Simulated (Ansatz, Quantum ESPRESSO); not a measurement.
# Sc (P6_3/mmc): electron–phonon coupling with Quantum ESPRESSO

What λ does ph.x give for Sc (P6_3/mmc), and how does it hang on the broadening? The first relaxation steps of the session are not shown, so no cell shown is the starting entry, unless a step says so.

Calculated with Ansatz 0.2.0 and Quantum ESPRESSO 7.5; DFT PBE, scalar-relativistic, plane waves, PAW, in the first sound run; inputs show where later runs differ.

## Step 1: The cell after earlier relaxation steps

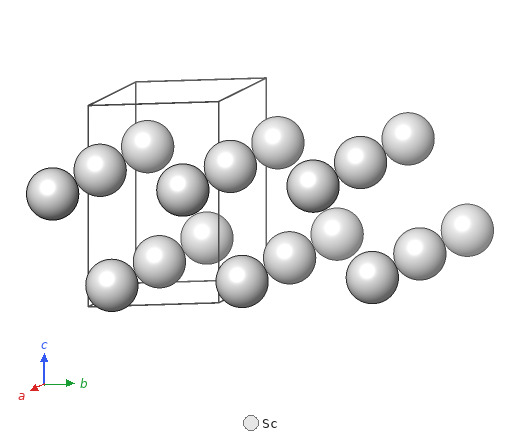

Start, viewed slightly off an axis; scandium white. 3×3×1 cells are drawn.

## Step 2: Relaxing tightly for phonons

Residual forces and stress shift phonon frequencies, so the cell is relaxed again, with tight thresholds and the mesh and smearing of this input. Earlier relaxation steps are not shown.

Input file input.yaml:

```yaml
crystal:
  lattice:
    - [3.3196259682, 0.0, 0.0]
    - [-1.6598129841, 2.8748804195, 0.0]
    - [0.0, 0.0, 5.1634992892]
  atoms:
    - { symbol: Sc, position: [0.3333333333, 0.6666666667, 0.25] }
    - { symbol: Sc, position: [0.6666666667, 0.3333333333, 0.75] }
kpoints:
  mp_grid: { grid: [12, 12, 6] }
hamiltonian:
  xc: pbe
scf:
  occupations: { method: methfessel_paxton, width: 0.2 }
output:
  forces: true
  stress: true
  eigenvalues: true
relax:
  adjacent_minimum: "off"
  f_tol: 0.001
  max_steps: 60
  cell: { stress_tol: 0.01 }
```

Run with:

```bash
$ ansatz run input.yaml --threads 4 --pin off --max-ram 8192MiB --backend cpu --events-out ev --progress --plain --runs-dir out
```

Numbers of over 12 decimals in the logs are rounded to 6 here.

The program printed:

```text
[the first part of the log is left out]
  E_hartree    = 575.710304
  E_xc         = -208.079270
  E_vxc        = -257.515167  (∫ρ·V_xc dr)
  E_paw        = -1910.932916  (= ΣΔE_a)
  E_vpaw       = -232.031975  (= ΣTr[D̂ρ^β])
  E_aug_tail   = 0.000020  (compensation charges beyond the density's cutoff)
  E_ewald      = -1729.196324
  E_smearing   = -0.004144  (= −TS)
  E_closure    = 0.000000  (closes the sum)
  Σ components = -4271.618833   (vs F -4271.618833, Δ=0.00e0)
--- Forces (eV/Å), atoms counted from 1 ---
  atom   1  Sc    -0.00000000     0.00000000    -0.00000000
  atom   2  Sc    -0.00000000    -0.00000000     0.00000000
  max |Σ_I F_I| component: 3.70e-17 eV/Å
--- Stress (GPa, compression-positive) ---
        0.009550      -0.000000      -0.000000
       -0.000000       0.009550      -0.000000
       -0.000000      -0.000000       0.001558
  P = ⅓ Tr σ = 0.0069 GPa (0.069 kbar)
--- Band table (eV; the first three rows and the last of 76) ---
  k-point 0: bands = ["-40.1471", "-40.0753", "-18.9736", "-18.6326", "-18.6326", "-18.5651", "-18.5651", "-18.5348", "4.1441", "7.6388", "9.8917", "10.8585", "10.8585", "11.1299", "11.3108"]
  k-point 1: bands = ["-40.1423", "-40.0802", "-18.9451", "-18.6281", "-18.6281", "-18.5697", "-18.5697", "-18.5652", "4.3320", "7.3726", "9.8315", "10.7721", "10.7721", "11.0044", "11.1971"]
  k-point 2: bands = ["-40.1292", "-40.0934", "-18.8668", "-18.6476", "-18.6158", "-18.6158", "-18.5821", "-18.5821", "4.8727", "6.6230", "9.9182", "10.6709", "10.7030", "10.7030", "10.9641"]
  k-point 75: bands = ["-40.0752", "-40.0752", "-18.8830", "-18.8830", "-18.7765", "-18.7765", "-18.6085", "-18.6085", "8.8593", "8.8593", "9.1375", "9.1375", "9.5302", "9.5302", "11.6625"]
--- Relaxed structure (2 steps of the walk, 2 accepted, 1 SCFs on fresh bases) ---
  F+E_penalty+E_count = -4271.61883334 eV   max|allowed force component| = 1.712e-16 eV/Å   (the final SCF, on the basis selected at the relaxed cell)
  cell:  # Å, volume = 49.2415 Å³
    - [3.319286, 0.0, 0]
    - [-1.659643, 2.874586, 0]
    - [0, 0, 5.160735]
  atoms:
    - { symbol: Sc, position: [0.333333, 0.666667, 0.25] }
    - { symbol: Sc, position: [0.666667, 0.333333, 0.750000] }
```

The job ended after 2.5 s (4 threads of Arm Neoverse V1, shared host; peak memory 0.37 GiB).

Little changed from the start: no atom moved by 0.005 Å and no cell edge by 0.1 %.

This step gave:

```yaml
pressure: 0.006886 GPa
volume_per_atom: 24.62 Å³
metallic_on_mesh: yes
gap_on_the_k_mesh: 0 eV
```

The largest force is now zero by symmetry and the largest stress component 0.0095 GPa.

## Step 3: Second program, ground state

ph.x needs a tightly converged ground state on the same k mesh; the cell is that of the step before.

This step: DFT PBE, scalar-relativistic, plane waves, GBRV ultrasoft pseudopotentials (Quantum ESPRESSO 7.5).

Input file pw.in:

```
&control
   calculation = 'scf'
   prefix = 'x'
   outdir = './tmp'
   pseudo_dir = './pseudo'
   tprnfor = .true.
   tstress = .true.
/
&system
   ibrav = 4
   celldm(1) = 6.27254231
   celldm(3) = 1.55477253
   nat = 2
   ntyp = 1
   ecutwfc = 45.0
   ecutrho = 360.0
   occupations = 'smearing'
   smearing = 'fd'
   degauss = 0.00734986
   nbnd = 21
/
&electrons
   conv_thr = 1.0d-11
   mixing_beta = 0.5
/
ATOMIC_SPECIES
 Sc     44.9559  Sc.upf
ATOMIC_POSITIONS crystal
 Sc     0.333333333   0.666666667   0.250000000
 Sc     0.666666667   0.333333333   0.750000000
K_POINTS automatic
 12 12 6 0 0 0
```

Run with:

```bash
$ OMP_NUM_THREADS=1 mpirun -n 4 pw.x -nk 4 -in pw.in > pw.x.log
```

The program printed:

```text
Program PWSCF v.7.5

     This program is part of the open-source Quantum ESPRESSO suite
     for quantum simulation of materials; please cite
         "P. Giannozzi et al., J. Phys.:Condens. Matter 21 395502 (2009);
         "P. Giannozzi et al., J. Phys.:Condens. Matter 29 465901 (2017);
         "P. Giannozzi et al., J. Chem. Phys. 152 154105 (2020);
     in publications or presentations arising from this work. More details at

     G-vector sticks info
     --------------------
     sticks:   dense  smooth     PW     G-vecs:    dense   smooth      PW
     Sum         967     499    151                38165    13607    2321

     Using Slab Decomposition

     bravais-lattice index     =            4
     lattice parameter (alat)  =       6.2725  a.u.
     unit-cell volume          =     332.2984 (a.u.)^3
     number of atoms/cell      =            2
     number of atomic types    =            1
     number of electrons       =        22.00
     number of Kohn-Sham states=           21
     kinetic-energy cutoff     =      45.0000  Ry
     charge density cutoff     =     360.0000  Ry
     scf convergence threshold =      1.0E-11
     mixing beta               =       0.5000
     number of iterations used =            8  plain     mixing
     Exchange-correlation= SLA  PW   PBE  PBE
                           (   1   4   3   4   0   0   0)

     celldm(1)=   6.272542  celldm(2)=   0.000000  celldm(3)=   1.554773
     celldm(4)=   0.000000  celldm(5)=   0.000000  celldm(6)=   0.000000

     crystal axes: (cart. coord. in units of alat)
               a(1) = (   1.000000   0.000000   0.000000 )
               a(2) = (  -0.500000   0.866025   0.000000 )
               a(3) = (   0.000000   0.000000   1.554773 )

     reciprocal axes: (cart. coord. in units 2 pi/alat)
               b(1) = (  1.000000  0.577350 -0.000000 )
               b(2) = (  0.000000  1.154701  0.000000 )
               b(3) = (  0.000000 -0.000000  0.643181 )

     PseudoPot. # 1 for Sc read from file:
     ./pseudo/Sc.upf
     Pseudo is Ultrasoft + core correction, Zval = 11.0
     Using radial grid of  849 points,  6 beta functions with:
                l(1) =   0
                l(2) =   0
                l(3) =   1
                l(4) =   1
                l(5) =   2
                l(6) =   2
     Q(r) pseudized with  6 coefficients,  rinner =    1.200   1.200   1.200
                                                       1.200   1.200

     atomic species   valence    mass     pseudopotential
     Sc               11.00    44.95590     Sc( 1.00)

     24 Sym. Ops., with inversion, found (12 have fractional translation)

   Cartesian axes

     site n.     atom                  positions (alat units)
         1        Sc     tau(   1) = (  -0.0000000   0.5773503   0.3886931  )
         2        Sc     tau(   2) = (   0.5000000   0.2886751   1.1660794  )

     number of k points=    76  Fermi-Dirac smearing, width (Ry)=  0.0073
                       cart. coord. in units 2pi/alat
        k(    1) = (   0.0000000   0.0000000   0.0000000), wk =   0.0023148
        k(    2) = (   0.0000000   0.0000000   0.1071968), wk =   0.0046296
        k(    3) = (   0.0000000   0.0000000   0.2143936), wk =   0.0046296
        k(    4) = (   0.0000000   0.0000000  -0.3215905), wk =   0.0023148
        k(    5) = (   0.0000000   0.0962250   0.0000000), wk =   0.0138889
        k(    6) = (   0.0000000   0.0962250   0.1071968), wk =   0.0277778
        k(    7) = (   0.0000000   0.0962250   0.2143936), wk =   0.0277778
        k(    8) = (   0.0000000   0.0962250  -0.3215905), wk =   0.0138889
        k(    9) = (   0.0000000   0.1924501   0.0000000), wk =   0.0138889
        k(   10) = (   0.0000000   0.1924501   0.1071968), wk =   0.0277778
        k(   11) = (   0.0000000   0.1924501   0.2143936), wk =   0.0277778
        k(   12) = (   0.0000000   0.1924501  -0.3215905), wk =   0.0138889
        k(   13) = (   0.0000000   0.2886751   0.0000000), wk =   0.0138889
        k(   14) = (   0.0000000   0.2886751   0.1071968), wk =   0.0277778
        k(   15) = (   0.0000000   0.2886751   0.2143936), wk =   0.0277778
        k(   16) = (   0.0000000   0.2886751  -0.3215905), wk =   0.0138889
[...]
k(   69) = (   0.2500000   0.5292377   0.0000000), wk =   0.0277778
        k(   70) = (   0.2500000   0.5292377   0.1071968), wk =   0.0555556
        k(   71) = (   0.2500000   0.5292377   0.2143936), wk =   0.0555556
        k(   72) = (   0.2500000   0.5292377  -0.3215905), wk =   0.0277778
        k(   73) = (   0.3333333   0.5773503   0.0000000), wk =   0.0046296
        k(   74) = (   0.3333333   0.5773503   0.1071968), wk =   0.0092593
        k(   75) = (   0.3333333   0.5773503   0.2143936), wk =   0.0092593
        k(   76) = (   0.3333333   0.5773503  -0.3215905), wk =   0.0046296

     Dense  grid:    38165 G-vectors     FFT dimensions: (  40,  40,  60)

     Smooth grid:    13607 G-vectors     FFT dimensions: (  27,  27,  48)

     Check: negative core charge=   -0.000002

     Initial potential from superposition of free atoms

     starting charge      21.9952, renormalised to      22.0000
     Starting wfcs are   26 randomized atomic wfcs

     per-process dynamical memory:    34.3 Mb

     Self-consistent Calculation

     iteration #  1     ecut=    45.00 Ry     beta= 0.50
     Davidson diagonalization with overlap
     ethr =  1.00E-02,  avg # of iterations =  2.2

     Threshold (ethr) on eigenvalues was too large:
     Diagonalizing with lowered threshold

     Davidson diagonalization with overlap
     ethr =  8.46E-05,  avg # of iterations =  4.1

     total energy              =    -188.64822090 Ry
     estimated scf accuracy    <       0.02392431 Ry

     iteration #  2     ecut=    45.00 Ry     beta= 0.50
     Davidson diagonalization with overlap
     ethr =  1.09E-04,  avg # of iterations =  2.5

     total energy              =    -188.65270257 Ry
     estimated scf accuracy    <       0.00104513 Ry

     iteration #  3     ecut=    45.00 Ry     beta= 0.50
     Davidson diagonalization with overlap
     ethr =  4.75E-06,  avg # of iterations =  4.5

     total energy              =    -188.65285083 Ry
     estimated scf accuracy    <       0.00021728 Ry

     iteration #  4     ecut=    45.00 Ry     beta= 0.50
     Davidson diagonalization with overlap
     ethr =  9.88E-07,  avg # of iterations =  1.7

     total energy              =    -188.65285977 Ry
     estimated scf accuracy    <       0.00001189 Ry

     iteration #  5     ecut=    45.00 Ry     beta= 0.50
[...]
4.1186   7.6165   9.8657  10.8399  10.8399  11.1072  11.2926  11.2926
    11.5501  11.5501  12.8925  12.8925  16.3381

          k = 0.0000 0.0000 0.1072 (  1725 PWs)   bands (ev):

   -40.1732 -40.1111 -18.9807 -18.6568 -18.6568 -18.6014 -18.5984 -18.5984
     4.3067   7.3498   9.8062  10.7529  10.7529  10.9815  11.1785  11.1785
    11.7698  11.7698  12.9111  12.9111  16.9826

          k = 0.0000 0.0000 0.2144 (  1695 PWs)   bands (ev):

   -40.1601 -40.1243 -18.9025 -18.6836 -18.6445 -18.6445 -18.6107 -18.6107
     4.8477   6.5993   9.8942  10.6479  10.6835  10.6835  10.9450  10.9450
    12.1992  12.1992  12.8566  12.8566  18.5400

          k = 0.0000 0.0000-0.3216 (  1688 PWs)   bands (ev):

   -40.1423 -40.1423 -18.7940 -18.7940 -18.6276 -18.6276 -18.6276 -18.6276
     5.6653   5.6653  10.2284  10.2284  10.7514  10.7514  10.7514  10.7514
    12.6079  12.6079  12.6079  12.6079  20.2082

          k = 0.0000 0.0962 0.0000 (  1713 PWs)   bands (ev):

   -40.1747 -40.1052 -19.0000 -18.6783 -18.6673 -18.6118 -18.5960 -18.5753
     4.2691   7.7408   9.7309  10.5791  10.9490  11.1909  11.2990  11.3894
    11.4326  11.4578  12.9454  13.1960  16.3202

          k = 0.0000 0.0962 0.1072 (  1719 PWs)   bands (ev):

   -40.1701 -40.1099 -18.9734 -18.6730 -18.6625 -18.6288 -18.6008 -18.5921
     4.4544   7.4749   9.6735  10.5607  10.8410  11.0116  11.1321  11.2592
    11.7199  11.7508  12.9502  13.1171  16.9894

          k = 0.0000 0.0962 0.2144 (  1697 PWs)   bands (ev):

   -40.1575 -40.1227 -18.9002 -18.6975 -18.6579 -18.6495 -18.6154 -18.6139
     4.9879   6.7237   9.7814  10.5435  10.6362  10.7633  10.9317  11.0264
    12.1678  12.1996  12.8671  12.9442  18.5702

          k = 0.0000 0.0962-0.3216 (  1692 PWs)   bands (ev):

   -40.1401 -40.1401 -18.7991 -18.7991 -18.6373 -18.6373 -18.6317 -18.6317
     5.7959   5.7959  10.1384  10.1384  10.7141  10.7141  10.8320  10.8320
    12.5930  12.5930  12.6341  12.6341  20.2834

          k = 0.0000 0.1925 0.0000 (  1705 PWs)   bands (ev):

[...]
11.5843  11.6659  13.0572  13.9028  16.2661

          k = 0.0000 0.1925 0.1072 (  1697 PWs)   bands (ev):

[...]
11.7263  11.8217  13.0315  13.6131  17.0232

          k = 0.0000 0.1925 0.2144 (  1698 PWs)   bands (ev):

[...]
12.1353  12.2426  12.8871  13.1764  18.6654

          k = 0.0000 0.1925-0.3216 (  1700 PWs)   bands (ev):

[...]
12.5689  12.5689  12.7222  12.7222  20.4597

          k = 0.0000 0.2887 0.0000 (  1698 PWs)   bands (ev):

[...]
11.9506  12.0773  13.1635  14.7947  16.1845

          k = 0.0000 0.2887 0.1072 (  1696 PWs)   bands (ev):

[...]
12.0389  12.0647  13.1060  14.1872  17.1285

          k = 0.0000 0.2887 0.2144 (  1691 PWs)   bands (ev):

[...]
12.2503  12.3772  12.9133  13.4575  18.6554

          k = 0.0000 0.2887-0.3216 (  1680 PWs)   bands (ev):

[...]
12.5994  12.5994  12.8595  12.8595  19.4841

          k = 0.0000 0.3849 0.0000 (  1688 PWs)   bands (ev):

[...]
k = 0.0000 0.3849 0.1072 (  1689 PWs)   bands (ev):

[...]
k = 0.0000 0.3849 0.2144 (  1690 PWs)   bands (ev):

[...]
k = 0.0000 0.3849-0.3216 (  1694 PWs)   bands (ev):

[...]
k = 0.0000 0.4811 0.0000 (  1680 PWs)   bands (ev):

[...]
k = 0.0000 0.4811-0.3216 (  1712 PWs)   bands (ev):

[...]
k = 0.0000-0.5774 0.0000 (  1698 PWs)   bands (ev):

[...]
k = 0.0000-0.5774 0.1072 (  1690 PWs)   bands (ev):

[...]
k = 0.0000-0.5774 0.2144 (  1698 PWs)   bands (ev):

[...]
k = 0.0000-0.5774-0.3216 (  1708 PWs)   bands (ev):

[...]
k = 0.0833 0.1443-0.3216 (  1700 PWs)   bands (ev):

[...]
k = 0.0833 0.2406-0.3216 (  1688 PWs)   bands (ev):

[...]
k = 0.0833 0.3368-0.3216 (  1684 PWs)   bands (ev):

[...]
k = 0.0833 0.4330-0.3216 (  1698 PWs)   bands (ev):

[...]
k = 0.0833 0.5292-0.3216 (  1696 PWs)   bands (ev):

[...]
k = 0.1667 0.2887-0.3216 (  1684 PWs)   bands (ev):

[...]
k = 0.1667 0.3849-0.3216 (  1694 PWs)   bands (ev):

[...]
k = 0.1667 0.4811-0.3216 (  1694 PWs)   bands (ev):

[...]
k = 0.1667 0.5774-0.3216 (  1692 PWs)   bands (ev):

[...]
k = 0.2500 0.4330 0.1072 (  1694 PWs)   bands (ev):

[...]
k = 0.2500 0.4330 0.2144 (  1691 PWs)   bands (ev):

[...]
k = 0.2500 0.4330-0.3216 (  1688 PWs)   bands (ev):

[...]
k = 0.2500 0.5292 0.0000 (  1700 PWs)   bands (ev):

[...]
13.0297  13.1169  13.9783  14.6625  15.4020

          k = 0.2500 0.5292 0.1072 (  1695 PWs)   bands (ev):

[...]
12.7868  13.0882  14.0954  14.6750  15.7206

          k = 0.2500 0.5292 0.2144 (  1696 PWs)   bands (ev):

[...]
12.7716  13.0836  14.2653  14.6334  16.3018

          k = 0.2500 0.5292-0.3216 (  1686 PWs)   bands (ev):

[...]
12.9259  12.9259  14.4643  14.4643  16.6383

          k = 0.3333 0.5774 0.0000 (  1713 PWs)   bands (ev):

   -40.1062 -40.1062 -18.8771 -18.8078 -18.8078 -18.7501 -18.7501 -18.7319
     8.5297   8.5297   8.6272   8.7572  10.2675  10.2675  11.3751  12.8497
    12.8497  13.0948  14.5116  14.5116  14.5619

          k = 0.3333 0.5774 0.1072 (  1713 PWs)   bands (ev):

   -40.1062 -40.1062 -18.8675 -18.8513 -18.8513 -18.7418 -18.7062 -18.7062
     8.6223   8.6223   8.6651   8.7887  10.1252  10.1252  11.3657  12.7230
    12.8653  12.8653  14.6072  14.6072  14.9570

          k = 0.3333 0.5774 0.2144 (  1683 PWs)   bands (ev):

   -40.1062 -40.1062 -18.8971 -18.8971 -18.8412 -18.7686 -18.6594 -18.6594
     8.7561   8.8423   8.8743   8.8743   9.7867   9.7867  11.4080  12.1165
    12.8628  12.8628  14.8650  14.8650  15.6600

          k = 0.3333 0.5774-0.3216 (  1674 PWs)   bands (ev):

   -40.1061 -40.1061 -18.9142 -18.9142 -18.8050 -18.8050 -18.6417 -18.6417
     8.8368   8.8368   9.1135   9.1135   9.5094   9.5094  11.6418  11.6418
    12.8482  12.8482  15.0450  15.0450  16.3787

     the Fermi energy is     9.2426 ev

!    total energy              =    -188.65286427 Ry
     estimated scf accuracy    <          6.9E-12 Ry
     smearing contrib. (-TS)   =      -0.00912705 Ry
     internal energy E=F+TS    =    -188.64373722 Ry

     The total energy is F=E-TS. E is the sum of the following terms:
     one-electron contribution =     -77.24828530 Ry
     hartree contribution      =      42.34009068 Ry
     xc contribution           =     -26.64195701 Ry
     ewald contribution        =    -127.09358560 Ry

     convergence has been achieved in   9 iterations

     Forces acting on atoms (cartesian axes, Ry/au):

     atom    1 type  1   force =     0.00000000    0.00000000    0.00000000
     atom    2 type  1   force =     0.00000000    0.00000000    0.00000000

     Total force =     0.000000     Total SCF correction =     0.000000

     Computing stress (Cartesian axis) and pressure

          total   stress  (Ry/bohr**3)                   (kbar)     P=        1.67
   0.00000275   0.00000000   0.00000000            0.40        0.00        0.00
   0.00000000   0.00000275   0.00000000            0.00        0.40        0.00
   0.00000000   0.00000000   0.00002849            0.00        0.00        4.19

     Writing all to output data dir ./tmp/x.save/ :
     XML data file, charge density, pseudopotentials, collected wavefunctions

   JOB DONE.
```

Elapsed: 14 s, on 4 MPI ranks.

This step gave:

```yaml
pressure: 0.1663 GPa
```

With these potentials, mesh and smearing the cell is at 0.17 GPa.

(Part 1 of 2 ends here.)

[Logs are printed without paths, hosts, clocks, repeated set-up lines and the standing remarks that a program may print on its own settings, such as how far it seeks lower states.]

[Hosts, paths, dates, database ids (printed as entryN), source tags and the programs' standing remarks are cut or masked in the printed files.]
